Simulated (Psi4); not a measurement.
**[O2]− (superoxide): UCCSD/6-311+G(d,p) (density fitting with cc-pvqz-jkfit, sweep point 5)**

Aim: the vertical doublet–quartet gap of [O2]− (superoxide) at UCCSD/6-311+G** (density fitting with cc-pvqz-jkfit, sweep point 5), from 2 runs. 

The calculation is run with Psi4 1.11.

2 further runs of the same task are left out: 2 set aside as unsound or not needed.

## (1) The molecule

The species is [O2]− (2 atoms), meant as a doublet with charge -1. SMILES: `[O][O-]`. Geometry: relaxed at GFN2-xTB.

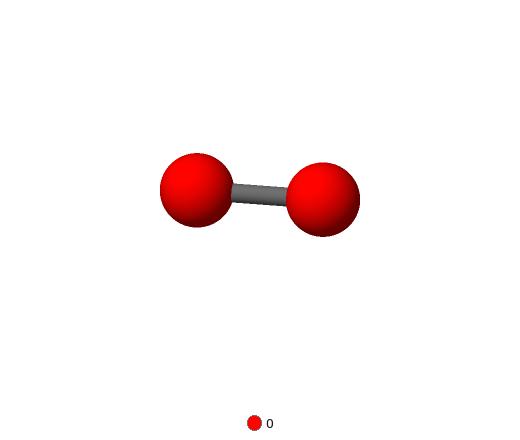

Viewed from a chosen angle; oxygen red.

## (2) The energy at UCCSD/6-311+G(d,p) (density fitting with cc-pvqz-jkfit, sweep point 5)

Contents of o2.inp:

```
memory 1600 mb

molecule {
  -1 2
  O      0.000000     0.000000     0.000000
  O      0.000000     0.000000     1.341480
  units angstrom
  symmetry c1
}

set basis 6-311+G**
set reference uhf
set puream true
set scf_type df
set num_frozen_docc 2
set df_basis_scf cc-pvqz-jkfit
set maxiter 150

energy('ccsd')
print_variables()
```

The run is started by

```sh
$ psi4 -n 1 o2.inp o2.out
```

o2.out, cut to the lines that bear on the results:

```text
[...]
  Running in c1 symmetry.
[...]
  Nuclear repulsion =   25.246251515400900
[...]
  Multiplicity = 2
[...]
  Nalpha       = 9
  Nbeta        = 8
[...]
    Number of basis functions: 44
[...]
   @DF-UHF iter   1:  -149.57762679050171   -1.03688e+00   7.39794e-03 DIIS/ADIIS
[...]
   @DF-UHF iter  11:  -149.63183867157952   -4.77485e-12   8.66413e-09 DIIS
[...]
   @S^2 Observed:                7.890877744E-01
[...]
    Orbital Energies [Eh]
    ---------------------
    Alpha Occupied:
       1A    -20.323647     2A    -20.323263     3A     -1.192430
       4A     -0.814129     5A     -0.395119     6A     -0.340624
       7A     -0.317030     8A     -0.184299     9A     -0.124172
    Alpha Virtual:
      10A      0.373013    11A      0.410142    12A      0.445671
      13A      0.454440    14A      0.492863    15A      0.500621
      16A      0.528054    17A      0.650266    18A      0.711614
      19A      1.478076    20A      1.504849    21A      1.510889
      22A      1.529026    23A      1.541516    24A      1.571932
      25A      1.837358    26A      2.076360    27A      3.049026
[...]
  @DF-UHF Final Energy:  -149.63183867157952
   => Energetics <=
    Nuclear Repulsion Energy =             25.2462515154008997
    One-Electron Energy =                -262.5050519648322620
    Two-Electron Energy =                  87.6269617778518466
    Total Energy =                       -149.6318386715795157
  UHF NO Occupations:
  HONO-2 :    7  A 1.9988182
  HONO-1 :    8  A 1.9831649
[...]
 Multipole Moments:
 ------------------------------------------------------------------------------------
     Multipole            Electronic (a.u.)      Nuclear  (a.u.)        Total (a.u.)
 ------------------------------------------------------------------------------------
 L = 1.  Multiply by 2.5417464519 to convert [e a0] to [Debye]
 Dipole X            :          0.0000000            0.0000000            0.0000000
 Dipole Y            :         -0.0000000            0.0000000           -0.0000000
 Dipole Z            :         -0.0000000            0.0000000           -0.0000000
 Magnitude           :                                                    0.0000000
[...]
      * MP2 total energy                      = -150.028194576288087
[...]
      * CCSD total energy                     = -150.031315522304510
[...]
```

Wall time 5.1 s (1 thread of Intel Xeon Gold 6455B (Sapphire Rapids), shared host); peak memory 0.22 GiB.

## (3) The quartet at the same level

Contents of o2.dat:

```
memory 1600 MB

molecule molecule1 {
  -1 4
  O      0.000000     0.000000     0.000000
  O      0.000000     0.000000     1.341480
  units angstrom
  symmetry c1
}

set basis 6-311+G**
set reference uhf
set puream true
set scf_type df
set num_frozen_docc 2
set df_basis_scf cc-pvqz-jkfit
set maxiter 150

result, w = energy('ccsd', return_wfn=True)
print_variables()
```

The run is started by

```sh
$ psi4 o2.dat o2.out -n 1
```

o2.out, cut to the lines that bear on the results:

```text
[...]
  Running in c1 symmetry.
[...]
  Nuclear repulsion =   25.246251515400900
[...]
  Multiplicity = 4
[...]
  Nalpha       = 10
  Nbeta        = 7
[...]
    Number of basis functions: 44
[...]
   @DF-UHF iter   1:  -149.40458890206071   -8.63841e-01   6.87855e-03 DIIS/ADIIS
[...]
   @DF-UHF iter  14:  -149.47443984534627   -5.17275e-12   2.83952e-09 DIIS
[...]
   @S^2 Observed:                3.834158552E+00
[...]
    Orbital Energies [Eh]
    ---------------------
    Alpha Occupied:
       1A    -20.474270     2A    -20.474021     3A     -1.367591
       4A     -0.988393     5A     -0.527779     6A     -0.527779
       7A     -0.470599     8A     -0.326492     9A     -0.326492
      10A      0.122642
    Alpha Virtual:
      11A      0.348991    12A      0.401399    13A      0.401399
      14A      0.454515    15A      0.454515    16A      0.474299
      17A      0.478241    18A      0.617605    19A      1.385170
      20A      1.385170    21A      1.417846    22A      1.455817
      23A      1.458470    24A      1.458470    25A      1.724441
[...]
  @DF-UHF Final Energy:  -149.47443984534627
   => Energetics <=
    Nuclear Repulsion Energy =             25.2462515154008997
    One-Electron Energy =                -260.5439786190926270
    Two-Electron Energy =                  85.8232872583454593
    Total Energy =                       -149.4744398453462679
  UHF NO Occupations:
  HONO-2 :    8  A 1.0000000
  HONO-1 :    9  A 1.0000000
[...]
 Multipole Moments:
 ------------------------------------------------------------------------------------
     Multipole            Electronic (a.u.)      Nuclear  (a.u.)        Total (a.u.)
 ------------------------------------------------------------------------------------
 L = 1.  Multiply by 2.5417464519 to convert [e a0] to [Debye]
 Dipole X            :          0.0000000            0.0000000            0.0000000
 Dipole Y            :         -0.0000000            0.0000000           -0.0000000
 Dipole Z            :         -0.0000000            0.0000000           -0.0000000
 Magnitude           :                                                    0.0000000
[...]
      * MP2 total energy                      = -149.886233437679863
[...]
      * CCSD total energy                     = -149.881134778963229
[...]
```

Run time: 5.1 s. Hardware: 1 thread of Intel Xeon Gold 6455B (Sapphire Rapids), shared host; peak memory 0.22 GiB.

## (4) What came out

At UCCSD/6-311+G** (density fitting with cc-pvqz-jkfit, sweep point 5), 2 core orbitals frozen:

| quantity | value |
| --- | --- |
| doublet: total energy | -150.03132 Eh |
| doublet: HOMO energy (Hartree–Fock orbitals) (highest over α and β) | -2.37 eV |
| doublet: LUMO energy (Hartree–Fock orbitals) (lowest over α and β) | 10.15 eV |
| doublet: correlation energy (2 core orbitals frozen) | -399.5 mEh |
| doublet: ⟨S²⟩ of the reference determinant | 0.789 |
| doublet: T1 diagnostic | 0.034 |
| quartet: total energy | -149.88113 Eh |
| quartet: HOMO energy (Hartree–Fock orbitals) (highest over α and β) | 3.34 eV |
| quartet: LUMO energy (Hartree–Fock orbitals) (lowest over α and β) | 8.59 eV |
| quartet: correlation energy (2 core orbitals frozen) | -406.9 mEh |
| quartet: ⟨S²⟩ of the reference determinant | 3.834 |
| quartet: T1 diagnostic | 0.040 |
| vertical energy of the quartet above the doublet | 4.087 eV |

At this shape the quartet lies 4.09 eV (94 kcal/mol) above the doublet. For an anion a state so high probably lies above electron detachment. The HOMO (quartet) lies at positive energy, 3.34 eV: the electron is unbound at this level or held by a compact basis; values depend on the basis.
